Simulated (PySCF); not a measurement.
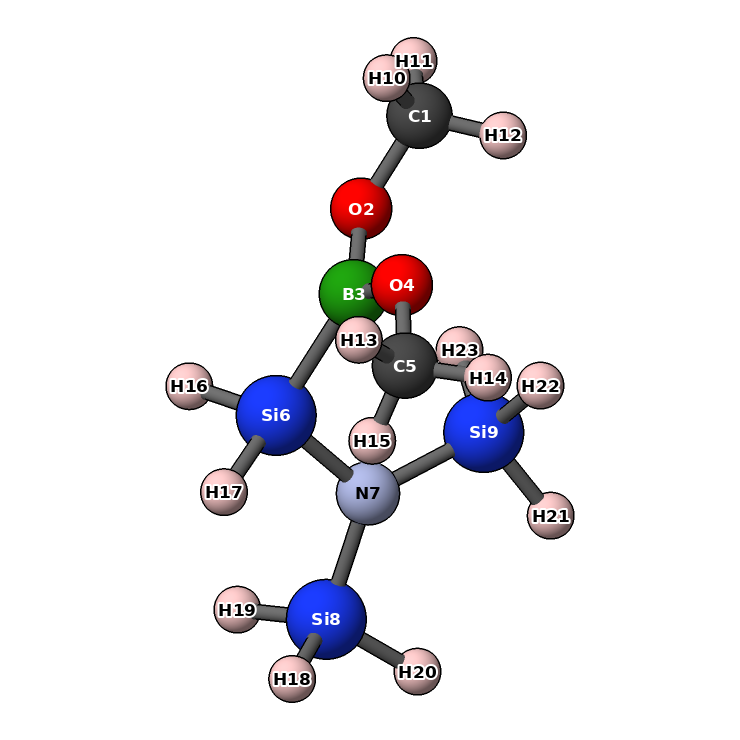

Computed geometry: GFN2-xTB optimisation. No frequency run is at hand to confirm it as a minimum. Properties computed with GIAO PBE0/pcSseg-1 NMR shielding, non-relativistic, gas phase (PySCF 2.14.0). Principal shieldings σ11 ≤ σ22 ≤ σ33, span Ω = σ33 − σ11, skew κ = 3(σiso − σ22)/Ω.

Give the shielding tensors of the B atoms.

```
atom   σ11   σ22   σ33  σiso     Ω     κ
  B3  61.6  65.4  86.8  71.2  25.2  0.70
```

Shieldings and span in ppm.

The geometry is semi-empirical. Around B, Si such bond lengths and angles can be off by a tenth of an ångström or more and by several degrees, and values that hang on the shape move with them.
